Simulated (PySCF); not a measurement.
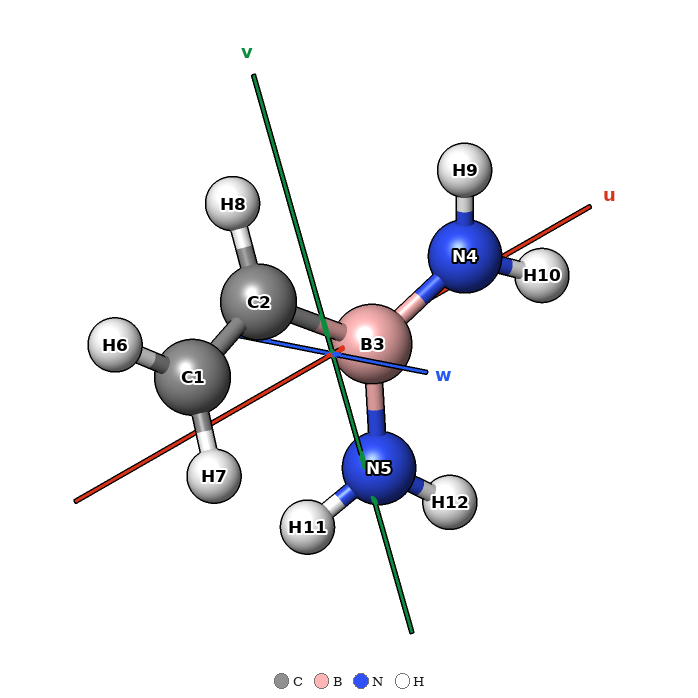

The lines u, v and w are the principal axes of the static dipole polarisability. The computed structure is the end point of a PBE0-D3(BJ)/def2-SVP optimisation. No frequency run is at hand to confirm it as a minimum. Method: PBE0/def2-SVPD (PySCF 2.14.0).

Along which axis is the molecule most polarisable, and along which least?

Answer. Most along u (close to the long direction C1···N4), least along w.

Give the three principal values.

Answer. u 72.7, v 57.7, w 42.2 bohr³; mean 57.5, anisotropy 26.4 bohr³.
